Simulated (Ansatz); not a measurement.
# BSiH2 (doublet): B3LYP, r2SCAN0 over a scan of the distance Si1–H4, cc-pVDZ, part 2 of 2

Ansatz 0.2.0, Gaussian basis; cc-pVDZ, all electrons in the functionals.

## Step 15: r2SCAN0, 1.501 Å

Input file in.yaml:

```yaml
crystal:
  periodic: [false, false, false]
  atoms:
    - {symbol: Si, position_ang: [-0.085001, 0.000000, 0.494288]}
    - {symbol: B, position_ang: [0.088473, -0.000001, -1.451856]}
    - {symbol: H, position_ang: [0.709774, -1.206838, 0.899706]}
    - {symbol: H, position_ang: [0.709775, 1.206839, 0.899704]}
basis:
  gaussian: {orbitals: cc-pVDZ}
magnetization: {spin_polarized: true, initial_magnetization: 1}
hamiltonian: {xc: {name: r2SCAN0}}
```

Run with:

```sh
> ansatz run in.yaml --threads 1 --pin off --events-out ev --progress --plain --max-ram 2393MiB
```

The program printed (excerpt; [...] marks lines left out):

```text
Functional definition: r2SCAN0
  name "r2SCAN0"
  cite "Bursch, Neugebauer, Ehlert & Grimme, J. Chem. Phys. 156, 134105 (2022) doi:10.1063/5.0086040"
  cite "Furness, Kaplan, Ning, Perdew & Sun, J. Phys. Chem. Lett. 11, 8208 (2020) doi:10.1021/acs.jpclett.0c02405"
  cite "Furness, Kaplan, Ning, Perdew & Sun, J. Phys. Chem. Lett. 11, 9248 (2020) doi:10.1021/acs.jpclett.0c03077"
  parent r2scan
[...]
402 factors; integrals over basis functions are off by at most 9.7e-4 eV
[...]
mean field -8579.72900473 eV, -315.2992253745 hartree, gradient 2.9e-5 eV, S^2 0.895237; 3 other end points of the search recorded, 0 dependent functions left out
reference -8579.72901242 eV, -315.2992256574 hartree; 11, 10 occupied and 31, 32 virtual orbitals, 402 factors
Total energy: -8579.72901242 eV, -315.2992256574 hartree
```

It took 5.5 s on 1 thread of Arm Neoverse V1, shared host.

From the report: ⟨S²⟩ of the determinant 0.895 (pure doublet: 0.75).

## Step 16: r2SCAN0, 1.656 Å

Input file in.yaml:

```yaml
crystal:
  periodic: [false, false, false]
  atoms:
    - {symbol: Si, position_ang: [-0.087026, -0.003074, 0.493255]}
    - {symbol: B, position_ang: [0.086448, -0.003075, -1.452889]}
    - {symbol: H, position_ang: [0.707749, -1.209912, 0.898673]}
    - {symbol: H, position_ang: [0.789922, 1.328539, 0.940587]}
basis:
  gaussian: {orbitals: cc-pVDZ}
magnetization: {spin_polarized: true, initial_magnetization: 1}
hamiltonian: {xc: {name: r2SCAN0}}
```

The command is unchanged.

The program printed (excerpt; [...] marks lines left out):

```text
Functional definition: r2SCAN0
  name "r2SCAN0"
  cite "Bursch, Neugebauer, Ehlert & Grimme, J. Chem. Phys. 156, 134105 (2022) doi:10.1063/5.0086040"
  cite "Furness, Kaplan, Ning, Perdew & Sun, J. Phys. Chem. Lett. 11, 8208 (2020) doi:10.1021/acs.jpclett.0c02405"
  cite "Furness, Kaplan, Ning, Perdew & Sun, J. Phys. Chem. Lett. 11, 9248 (2020) doi:10.1021/acs.jpclett.0c03077"
  parent r2scan
[...]
403 factors; integrals over basis functions are off by at most 1.0e-3 eV
[...]
mean field -8579.57512449 eV, -315.2935703802 hartree, gradient 1.7e-5 eV, S^2 0.892718; 4 other end points of the search recorded, 0 dependent functions left out
reference -8579.57513216 eV, -315.2935706621 hartree; 11, 10 occupied and 31, 32 virtual orbitals, 403 factors
Total energy: -8579.57513216 eV, -315.2935706621 hartree
```

Run time: 6.5 s. Hardware: 1 thread of Arm Neoverse V1, shared host.

From the report: ⟨S²⟩ of the determinant 0.893 (pure doublet: 0.75).

From 1.501 Å: +14.8 kJ/mol.

## Step 17: r2SCAN0, 1.833 Å

Input file in.yaml:

```yaml
crystal:
  periodic: [false, false, false]
  atoms:
    - {symbol: Si, position_ang: [-0.089335, -0.006580, 0.492077]}
    - {symbol: B, position_ang: [0.084139, -0.006581, -1.454067]}
    - {symbol: H, position_ang: [0.705440, -1.213418, 0.897495]}
    - {symbol: H, position_ang: [0.881344, 1.467361, 0.987222]}
basis:
  gaussian: {orbitals: cc-pVDZ}
magnetization: {spin_polarized: true, initial_magnetization: 1}
hamiltonian: {xc: {name: r2SCAN0}}
```

Launched as before.

The program printed (excerpt; [...] marks lines left out):

```text
Functional definition: r2SCAN0
  name "r2SCAN0"
  cite "Bursch, Neugebauer, Ehlert & Grimme, J. Chem. Phys. 156, 134105 (2022) doi:10.1063/5.0086040"
  cite "Furness, Kaplan, Ning, Perdew & Sun, J. Phys. Chem. Lett. 11, 8208 (2020) doi:10.1021/acs.jpclett.0c02405"
  cite "Furness, Kaplan, Ning, Perdew & Sun, J. Phys. Chem. Lett. 11, 9248 (2020) doi:10.1021/acs.jpclett.0c03077"
  parent r2scan
[...]
403 factors; integrals over basis functions are off by at most 1.2e-3 eV
[...]
mean field -8579.14878740 eV, -315.2779027812 hartree, gradient 1.9e-5 eV, S^2 0.889335; 4 other end points of the search recorded, 0 dependent functions left out
reference -8579.14879517 eV, -315.2779030665 hartree; 11, 10 occupied and 31, 32 virtual orbitals, 403 factors
Total energy: -8579.14879517 eV, -315.2779030665 hartree
```

Wall time 6.5 s (1 thread of Arm Neoverse V1, shared host).

From the report: ⟨S²⟩ of the determinant 0.889 (pure doublet: 0.75).

From 1.501 Å: +56.0 kJ/mol.

## Step 18: r2SCAN0, 2.027 Å

Input file in.yaml:

```yaml
crystal:
  periodic: [false, false, false]
  atoms:
    - {symbol: Si, position_ang: [-0.091866, -0.010424, 0.490786]}
    - {symbol: B, position_ang: [0.081608, -0.010425, -1.455358]}
    - {symbol: H, position_ang: [0.702909, -1.217262, 0.896204]}
    - {symbol: H, position_ang: [0.981547, 1.619516, 1.038335]}
basis:
  gaussian: {orbitals: cc-pVDZ}
magnetization: {spin_polarized: true, initial_magnetization: 1}
hamiltonian: {xc: {name: r2SCAN0}}
```

The command is unchanged.

The program printed (excerpt; [...] marks lines left out):

```text
Functional definition: r2SCAN0
  name "r2SCAN0"
  cite "Bursch, Neugebauer, Ehlert & Grimme, J. Chem. Phys. 156, 134105 (2022) doi:10.1063/5.0086040"
  cite "Furness, Kaplan, Ning, Perdew & Sun, J. Phys. Chem. Lett. 11, 8208 (2020) doi:10.1021/acs.jpclett.0c02405"
  cite "Furness, Kaplan, Ning, Perdew & Sun, J. Phys. Chem. Lett. 11, 9248 (2020) doi:10.1021/acs.jpclett.0c03077"
  parent r2scan
[...]
402 factors; integrals over basis functions are off by at most 1.3e-3 eV
[...]
mean field -8578.56702450 eV, -315.2565233888 hartree, gradient 1.7e-5 eV, S^2 0.886084; 6 other end points of the search recorded, 0 dependent functions left out
reference -8578.56703242 eV, -315.2565236797 hartree; 11, 10 occupied and 31, 32 virtual orbitals, 402 factors
Total energy: -8578.56703242 eV, -315.2565236797 hartree
```

Run time: 7.5 s. Hardware: 1 thread of Arm Neoverse V1, shared host.

From the report: ⟨S²⟩ of the determinant 0.886 (pure doublet: 0.75).

From 1.501 Å: +112.1 kJ/mol.

## Step 19: r2SCAN0, 2.371 Å

Input file in.yaml:

```yaml
crystal:
  periodic: [false, false, false]
  atoms:
    - {symbol: Si, position_ang: [-0.096354, -0.017238, 0.488497]}
    - {symbol: B, position_ang: [0.077120, -0.017239, -1.457647]}
    - {symbol: H, position_ang: [0.698421, -1.224076, 0.893915]}
    - {symbol: H, position_ang: [1.159227, 1.889317, 1.128970]}
basis:
  gaussian: {orbitals: cc-pVDZ}
magnetization: {spin_polarized: true, initial_magnetization: 1}
hamiltonian: {xc: {name: r2SCAN0}}
```

Same command.

The program printed (excerpt; [...] marks lines left out):

```text
Functional definition: r2SCAN0
  name "r2SCAN0"
  cite "Bursch, Neugebauer, Ehlert & Grimme, J. Chem. Phys. 156, 134105 (2022) doi:10.1063/5.0086040"
  cite "Furness, Kaplan, Ning, Perdew & Sun, J. Phys. Chem. Lett. 11, 8208 (2020) doi:10.1021/acs.jpclett.0c02405"
  cite "Furness, Kaplan, Ning, Perdew & Sun, J. Phys. Chem. Lett. 11, 9248 (2020) doi:10.1021/acs.jpclett.0c03077"
  parent r2scan
[...]
402 factors; integrals over basis functions are off by at most 1.1e-3 eV
[...]
mean field -8577.68848046 eV, -315.2242374910 hartree, gradient 1.8e-5 eV, S^2 1.298623; 8 other end points of the search recorded, 0 dependent functions left out
reference -8577.68848866 eV, -315.2242377923 hartree; 11, 10 occupied and 31, 32 virtual orbitals, 402 factors
Total energy: -8577.68848866 eV, -315.2242377923 hartree
```

It took 13 s on 1 thread of Arm Neoverse V1, shared host.

From the report: ⟨S²⟩ of the determinant 1.299 (pure doublet: 0.75). The determinant is far from a pure spin state, so its energy mixes those of several spin states (harmless only where they are near-degenerate, as at dissociation).

From 1.501 Å: +196.9 kJ/mol.

## Step 20: r2SCAN0, 2.834 Å

Input file in.yaml:

```yaml
crystal:
  periodic: [false, false, false]
  atoms:
    - {symbol: Si, position_ang: [-0.102394, -0.026411, 0.485416]}
    - {symbol: B, position_ang: [0.071080, -0.026412, -1.460728]}
    - {symbol: H, position_ang: [0.692381, -1.233249, 0.890834]}
    - {symbol: H, position_ang: [1.398372, 2.252449, 1.250958]}
basis:
  gaussian: {orbitals: cc-pVDZ}
magnetization: {spin_polarized: true, initial_magnetization: 1}
hamiltonian: {xc: {name: r2SCAN0}}
```

The command is unchanged.

The program printed (excerpt; [...] marks lines left out):

```text
Functional definition: r2SCAN0
  name "r2SCAN0"
  cite "Bursch, Neugebauer, Ehlert & Grimme, J. Chem. Phys. 156, 134105 (2022) doi:10.1063/5.0086040"
  cite "Furness, Kaplan, Ning, Perdew & Sun, J. Phys. Chem. Lett. 11, 8208 (2020) doi:10.1021/acs.jpclett.0c02405"
  cite "Furness, Kaplan, Ning, Perdew & Sun, J. Phys. Chem. Lett. 11, 9248 (2020) doi:10.1021/acs.jpclett.0c03077"
  parent r2scan
[...]
403 factors; integrals over basis functions are off by at most 1.1e-3 eV
[...]
mean field -8577.17860276 eV, -315.2054998309 hartree, gradient 2.6e-5 eV, S^2 1.609536; 8 other end points of the search recorded, 0 dependent functions left out
reference -8577.17861141 eV, -315.2055001488 hartree; 11, 10 occupied and 31, 32 virtual orbitals, 403 factors
Total energy: -8577.17861141 eV, -315.2055001488 hartree
```

It took 13 s on 1 thread of Arm Neoverse V1, shared host.

From the report: ⟨S²⟩ of the determinant 1.610 (pure doublet: 0.75). The determinant is far from a pure spin state, so its energy mixes those of several spin states (harmless only where they are near-degenerate, as at dissociation).

From 1.501 Å: +246.1 kJ/mol.

## Step 21: r2SCAN0, 3.279 Å

Input file in.yaml:

```yaml
crystal:
  periodic: [false, false, false]
  atoms:
    - {symbol: Si, position_ang: [-0.108200, -0.035226, 0.482454]}
    - {symbol: B, position_ang: [0.065274, -0.035227, -1.463690]}
    - {symbol: H, position_ang: [0.686575, -1.242064, 0.887872]}
    - {symbol: H, position_ang: [1.628219, 2.601464, 1.368203]}
basis:
  gaussian: {orbitals: cc-pVDZ}
magnetization: {spin_polarized: true, initial_magnetization: 1}
hamiltonian: {xc: {name: r2SCAN0}}
```

The command is unchanged.

The program printed (excerpt; [...] marks lines left out):

```text
Functional definition: r2SCAN0
  name "r2SCAN0"
  cite "Bursch, Neugebauer, Ehlert & Grimme, J. Chem. Phys. 156, 134105 (2022) doi:10.1063/5.0086040"
  cite "Furness, Kaplan, Ning, Perdew & Sun, J. Phys. Chem. Lett. 11, 8208 (2020) doi:10.1021/acs.jpclett.0c02405"
  cite "Furness, Kaplan, Ning, Perdew & Sun, J. Phys. Chem. Lett. 11, 9248 (2020) doi:10.1021/acs.jpclett.0c03077"
  parent r2scan
[...]
405 factors; integrals over basis functions are off by at most 1.0e-3 eV
[...]
mean field -8576.99160058 eV, -315.1986276277 hartree, gradient 3.3e-6 eV, S^2 1.715352; 8 other end points of the search recorded, 0 dependent functions left out
reference -8576.99160971 eV, -315.1986279632 hartree; 11, 10 occupied and 31, 32 virtual orbitals, 405 factors
Total energy: -8576.99160971 eV, -315.1986279632 hartree
```

Run time: 14 s. Hardware: 1 thread of Arm Neoverse V1, shared host.

From the report: ⟨S²⟩ of the determinant 1.715 (pure doublet: 0.75). The determinant is far from a pure spin state, so its energy mixes those of several spin states (harmless only where they are near-degenerate, as at dissociation).

From 1.501 Å: +264.1 kJ/mol.

## Step 22: r2SCAN0, 4.112 Å

Input file in.yaml:

```yaml
crystal:
  periodic: [false, false, false]
  atoms:
    - {symbol: Si, position_ang: [-0.119068, -0.051729, 0.476910]}
    - {symbol: B, position_ang: [0.054406, -0.051730, -1.469234]}
    - {symbol: H, position_ang: [0.675707, -1.258567, 0.882328]}
    - {symbol: H, position_ang: [2.058473, 3.254789, 1.587676]}
basis:
  gaussian: {orbitals: cc-pVDZ}
magnetization: {spin_polarized: true, initial_magnetization: 1}
hamiltonian: {xc: {name: r2SCAN0}}
```

Launched as before.

The program printed (excerpt; [...] marks lines left out):

```text
Functional definition: r2SCAN0
  name "r2SCAN0"
  cite "Bursch, Neugebauer, Ehlert & Grimme, J. Chem. Phys. 156, 134105 (2022) doi:10.1063/5.0086040"
  cite "Furness, Kaplan, Ning, Perdew & Sun, J. Phys. Chem. Lett. 11, 8208 (2020) doi:10.1021/acs.jpclett.0c02405"
  cite "Furness, Kaplan, Ning, Perdew & Sun, J. Phys. Chem. Lett. 11, 9248 (2020) doi:10.1021/acs.jpclett.0c03077"
  parent r2scan
[...]
405 factors; integrals over basis functions are off by at most 1.0e-3 eV
[...]
mean field -8576.89619635 eV, -315.1951215869 hartree, gradient 7.5e-6 eV, S^2 1.762204; 8 other end points of the search recorded, 0 dependent functions left out
reference -8576.89620616 eV, -315.1951219475 hartree; 11, 10 occupied and 31, 32 virtual orbitals, 405 factors
Total energy: -8576.89620616 eV, -315.1951219475 hartree
```

Run time: 15 s. Hardware: 1 thread of Arm Neoverse V1, shared host.

From the report: ⟨S²⟩ of the determinant 1.762 (pure doublet: 0.75). The determinant is far from a pure spin state, so its energy mixes those of several spin states (harmless only where they are near-degenerate, as at dissociation).

From 1.501 Å: +273.3 kJ/mol.

## Step 23: r2SCAN0, 5.184 Å

Input file in.yaml:

```yaml
crystal:
  periodic: [false, false, false]
  atoms:
    - {symbol: Si, position_ang: [-0.133054, -0.072966, 0.469776]}
    - {symbol: B, position_ang: [0.040420, -0.072967, -1.476368]}
    - {symbol: H, position_ang: [0.661721, -1.279804, 0.875194]}
    - {symbol: H, position_ang: [2.612173, 4.095563, 1.870119]}
basis:
  gaussian: {orbitals: cc-pVDZ}
magnetization: {spin_polarized: true, initial_magnetization: 1}
hamiltonian: {xc: {name: r2SCAN0}}
```

The command is unchanged.

The program printed (excerpt; [...] marks lines left out):

```text
Functional definition: r2SCAN0
  name "r2SCAN0"
  cite "Bursch, Neugebauer, Ehlert & Grimme, J. Chem. Phys. 156, 134105 (2022) doi:10.1063/5.0086040"
  cite "Furness, Kaplan, Ning, Perdew & Sun, J. Phys. Chem. Lett. 11, 8208 (2020) doi:10.1021/acs.jpclett.0c02405"
  cite "Furness, Kaplan, Ning, Perdew & Sun, J. Phys. Chem. Lett. 11, 9248 (2020) doi:10.1021/acs.jpclett.0c03077"
  parent r2scan
[...]
404 factors; integrals over basis functions are off by at most 1.0e-3 eV
[...]
mean field -8576.87822135 eV, -315.1944610177 hartree, gradient 4.8e-5 eV, S^2 1.766912; 8 other end points of the search recorded, 0 dependent functions left out
reference -8576.87823230 eV, -315.1944614202 hartree; 11, 10 occupied and 31, 32 virtual orbitals, 404 factors
Total energy: -8576.87823230 eV, -315.1944614202 hartree
```

Wall time 15 s (1 thread of Arm Neoverse V1, shared host).

From the report: ⟨S²⟩ of the determinant 1.767 (pure doublet: 0.75). The determinant is far from a pure spin state, so its energy mixes those of several spin states (harmless only where they are near-degenerate, as at dissociation).

From 1.501 Å: +275.1 kJ/mol.

## Step 24: Against the wave-function levels

The yardstick is RCCSDT(Q), where the cluster series has nearly closed. It comes from earlier runs at the same points. Energies in kJ/mol, counted from 1.501 Å; blanks weren't run or aren't comparable.

```csv
level,1.210 Å,1.350 Å,1.501 Å,1.656 Å,1.833 Å,2.027 Å,2.371 Å,2.834 Å,3.279 Å,4.112 Å,5.184 Å
RCCSDT(Q),113.1,25.5,0.0,13.9,52.8,104.2,,,,,
B3LYP,112.5,25.9,0.0,12.9,51.0,103.2,193.0,254.8,273.6,281.7,282.9
r2SCAN0,112.0,24.9,0.0,14.8,56.0,112.1,196.9,246.1,264.1,273.3,275.1
```

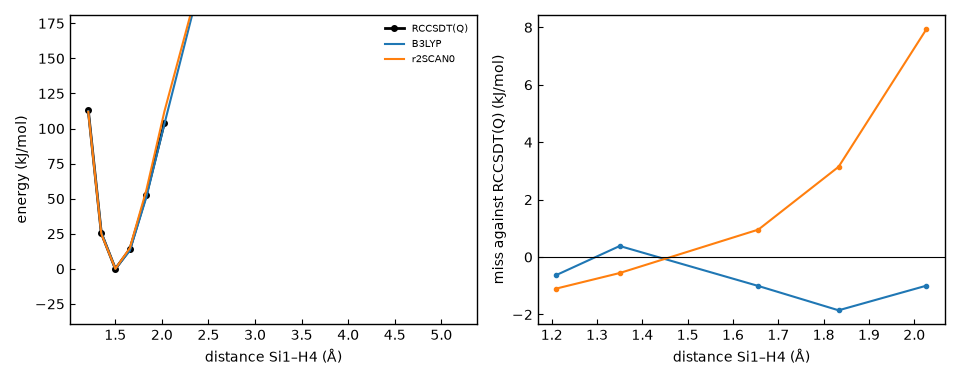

Left: the curves (the axis may cut off levels that run far away). Right: misses against RCCSDT(Q), in the same colours.

Largest miss and mean time a point (RCCSDT(Q) took 55 s a point; shared hosts):

```csv
level,largest miss (kJ/mol),where,time a point
B3LYP,-1.9,1.833 Å,3.3 s
r2SCAN0,+7.9,2.027 Å,9.8 s
```

## Step 25: Results

The summary covers parts 1 to 2.

| quantity | value |
| --- | --- |
| span of the RCCSDT(Q) curve (points where it is known) | 113.1 kJ/mol |
| largest miss, B3LYP | -1.9 kJ/mol (1.833 Å) |
| largest miss, r2SCAN0 | +7.9 kJ/mol (2.027 Å) |

**Reading.** Misses are known at 5 of 10 points at best, and only functionals with that many are ranked. Of the functionals, B3LYP keep the smallest largest miss at the points compared (at most 1.9 kJ/mol) and r2SCAN0 strays most (7.9 kJ/mol, at 2.027 Å). B3LYP, r2SCAN0 clearly break the spin symmetry at some points (⟨S²⟩ up to 1.02 above the pure value), so energy there is bought with a mixed spin. Functionals and the yardstick converge differently with the basis, so part of each miss in cc-pVDZ is the basis. The program flags that the yardstick's amplitudes may have other solutions at some points.
